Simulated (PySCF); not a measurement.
## NMR shielding calculation, with input and output: C$_{2}$H$_{7}$AlF$_{2}$O

C$_{2}$H$_{7}$AlF$_{2}$O, SMILES FC[O+]([AlH3-])CF, computed with GIAO PBE0/pcSseg-1 NMR shielding, non-relativistic, gas phase (PySCF 2.14.0).

The geometry comes from this level: GFN2-xTB, coordinate held. Figures and captions count atoms from 1; the log counts them from 0 in places.

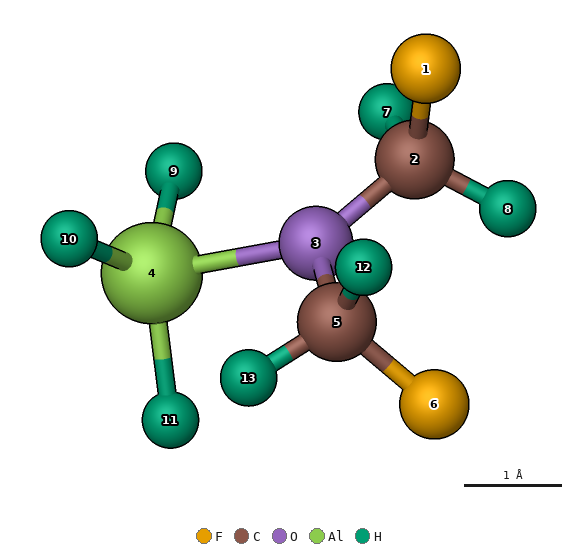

*The structure (ball-and-stick view, seen at a tilt; atoms are numbered from 1 in the order of the input). Sticks mark near contacts.*

Bond lengths as drawn: Al–H 1.57 to 1.58 Å, Al–O 1.91 Å, C–F 1.36 Å, C–H 1.09 to 1.10 Å and C–O 1.39 Å.

### Input
```
{"job": {"kind": "nmr", "xc": "PBE0", "basis": "pcSseg-1", "every": 1, "pop": false}, "charge": 0, "multiplicity": 1}
F      1.593827     1.715278    -0.166225
C      0.938500     0.778369    -0.901861
O      0.072004     0.071054    -0.080357
Al    -1.838175    -0.005117    -0.011269
C      0.662486    -0.750467     0.868746
F      1.332753    -1.751716     0.244823
H      0.321468     1.292333    -1.645823
H      1.698296     0.129735    -1.358310
H     -2.023550     0.990237    -1.216100
H     -1.978918     0.499392     1.477297
H     -1.990542    -1.551863    -0.243761
H      1.382986    -0.210399     1.497126
H     -0.153383    -1.190244     1.454710
```

The first line tells a small driver script what to run in PySCF; the rest is the geometry in Å.

Run on 1 CPU thread, shared host.

Launch command:
```bash
OMP_NUM_THREADS=1 python <driver script> task.json out
```

### What the program printed
```
coarse grid: 11400 points
cycle   1  E = -597.0518532465  dE =  6.711e-01  |g| = 7.428e-01  |ddm| = 2.927e+00
cycle   2  E = -596.9916184763  dE =  6.023e-02  |g| = 1.001e+00  |ddm| = 8.498e-01
cycle   3  E = -597.1453926902  dE = -1.538e-01  |g| = 6.290e-02  |ddm| = 4.821e-01
cycle   4  E = -597.1458343615  dE = -4.417e-04  |g| = 3.404e-02  |ddm| = 4.997e-02
cycle   5  E = -597.1460070785  dE = -1.727e-04  |g| = 8.663e-03  |ddm| = 2.100e-02
cycle   6  E = -597.1460187967  dE = -1.172e-05  |g| = 2.076e-03  |ddm| = 5.694e-03
cycle   7  E = -597.1460197122  dE = -9.155e-07  |g| = 2.345e-04  |ddm| = 1.600e-03
final grid: 106328 points
cycle   8  E = -597.2039728807  dE = -3.305e-05  |g| = 9.713e-03  |ddm| = 1.637e-02
cycle   9  E = -597.2039613833  dE =  1.150e-05  |g| = 1.297e-02  |ddm| = 1.014e-02
cycle  10  E = -597.2039887978  dE = -2.741e-05  |g| = 8.183e-04  |ddm| = 5.935e-03
cycle  11  E = -597.2039889321  dE = -1.343e-07  |g| = 2.730e-04  |ddm| = 7.637e-04
cycle  12  E = -597.2039889434  dE = -1.130e-08  |g| = 1.060e-04  |ddm| = 1.805e-04
cycle  13  E = -597.2039889449  dE = -1.508e-09  |g| = 1.537e-05  |ddm| = 5.390e-05
cycle  14  E = -597.2039889449  dE = -3.911e-11  |g| = 2.339e-06  |ddm| = 1.370e-05
```

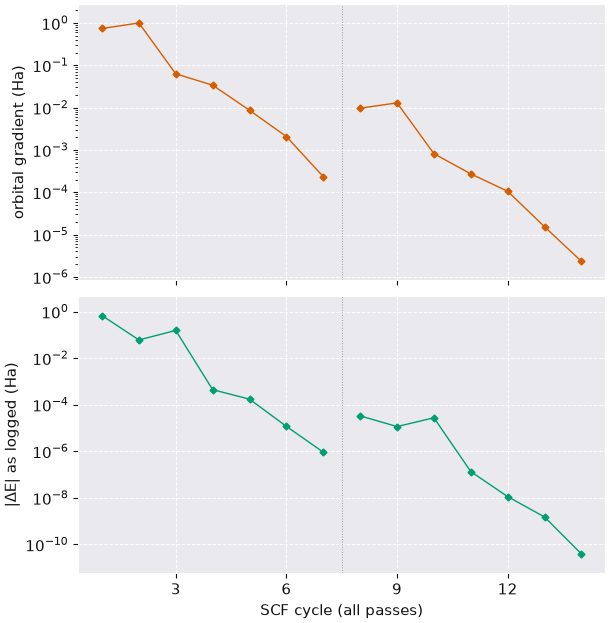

*Convergence of the self-consistent field: orbital gradient and size of the energy change against the SCF cycle. The dotted line marks the change from a coarse to the final integration grid.*

The first 7 cycles use a coarse grid, the final grid takes over at cycle 8, and the field converges after 14 cycles in all.

```
converged SCF energy = -597.2039889449

GIAO shielding tensors (ppm)
atom      isotropic    diamagn.    paramagn.     s11        s22        s33       span
  0 F      362.777     471.998    -109.221    249.074    369.501    469.757    220.683
  1 C       86.177     239.401    -153.224     61.952     79.997    116.581     54.628
  2 O      230.398     402.086    -171.688    193.531    219.081    278.582     85.051
  3 Al     400.751     795.604    -394.853    376.249    398.045    427.960     51.711
  4 C       86.202     241.252    -155.050     62.840     79.404    116.362     53.522
  5 F      366.197     472.110    -105.913    254.803    374.081    469.708    214.905
  6 H       25.371      28.308      -2.938     20.921     26.103     29.089      8.167
  7 H       25.623      27.889      -2.266     21.529     26.283     29.056      7.527
  8 H       27.435      30.391      -2.956     24.017     26.910     31.379      7.362
  9 H       27.288      30.012      -2.724     23.998     26.336     31.530      7.532
 10 H       27.216      30.007      -2.791     23.708     26.623     31.317      7.609
 11 H       25.632      28.326      -2.694     21.859     25.988     29.048      7.189
 12 H       25.318      28.737      -3.419     20.700     26.668     28.587      7.887
```

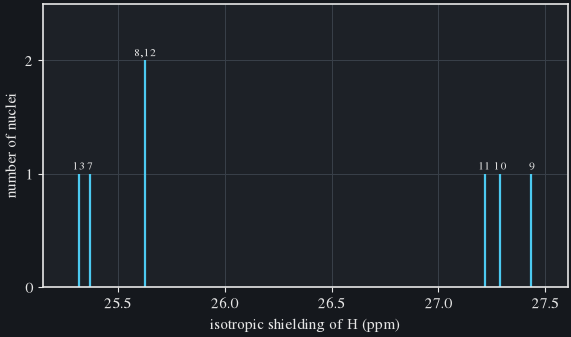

*Isotropic shieldings of the hydrogen nuclei in this fixed geometry, labelled by atom number; shielding grows to the right, so chemical shift grows to the left.*

The least shielded is H13 (25.3 ppm), the most shielded H9 (27.4 ppm).

### Summary

```tsv
quantity	value
outcome	converged
total energy	−597.203989 hartree
HOMO	−7.76 eV
LUMO	0.23 eV
dipole moment	3.02 D
isotropic shielding, F	362.8 to 366.2 ppm
isotropic shielding, C	86.2 ppm
isotropic shielding, O	230.4 ppm
isotropic shielding, Al	400.8 ppm
isotropic shielding, H	25.3 to 27.4 ppm
wall time	12 s
peak memory	0.75 GiB
```
